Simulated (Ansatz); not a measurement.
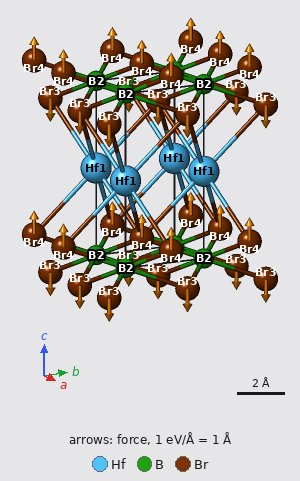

Starting geometry of solid HfBBr₂ (a generated structure, set up in P-3m1) (coarse preliminary run) with the computed forces as orange arrows. Style: ball-and-stick. Shown: the cell of the calculation, slightly off an axis.

Level of theory: DFT PBE, scalar-relativistic, plane waves, PAW (Ansatz).

Input
```yaml
crystal:
  lattice:
    - [4.81970129, 0.0, 0.0]
    - [-2.40985064, 4.17398376, 0.0]
    - [0.0, 0.0, 7.59900693]
  atoms:
    - { symbol: Hf, position: [0.0, 0.0, 0.5] }
    - { symbol: B, position: [0.0, 0.0, 0.0] }
    - { symbol: Br, position: [0.33333333, 0.66666667, 0.87059827] }
    - { symbol: Br, position: [0.66666667, 0.33333333, 0.12940173] }
basis:
  ecutwfc: 420
kpoints:
  mp_grid: { grid: [6, 6, 2] }
hamiltonian:
  xc: pbe
scf:
  occupations: { method: gaussian, width: 0.1 }
  lower_state_search: "off"
output:
  forces: true
  stress: true
  eigenvalues: true
relax:
  adjacent_minimum: "off"
  f_tol: 0.04
  max_steps: 70
  cell: { stress_tol: 0.4 }
```

Launched with:
```bash
ansatz run input.yaml --threads 1 --pin off --max-ram 2048MiB --backend cpu --events-out ev --progress --plain --runs-dir out
```

> Is this structure relaxed? If not, where do the atoms go?

It isn't relaxed: the largest force vector, on Br atoms, is 1.05 eV/Å. The atoms end up moving mostly along the starting forces (cosine between the two patterns 1.00). The largest moves relative to the cell, 0.91 Å, are those of Br3 and Br4. Br3 goes along −c. Hf and B stay in place. Cell: a = b 4.820 → 4.959 Å (+2.9 %), c 7.599 → 4.407 Å (−42.0 %). Volume −38.6 %. Among the contacts that change: Br3–Br4 6.282 → 3.207 Å, Hf1–B2 3.800 → 2.204 Å, Hf1–Br3 3.959 → 2.953 Å, B2–Br3 2.951 → 3.223 Å. New bonds form: Hf1–B2 (3.80 → 2.20 Å). The space group stays P-3m1 (No. 164). After 12 accepted moves (13 points after the start) the energy has fallen by 7.400 eV per cell of the calculation. Largest force component: 1.1 eV/Å at the start, 0.0037 eV/Å at the end. Pressure: −5.48 GPa at the start and 0.09 GPa at the end. The SCF was repeated once at an unchanged geometry on a basis and grid sized afresh for the cell, which shifted the energy by 1.8 meV per cell of the calculation at most.

Limits of the set-up: the k-point mesh is coarse for a cell with partly filled bands.
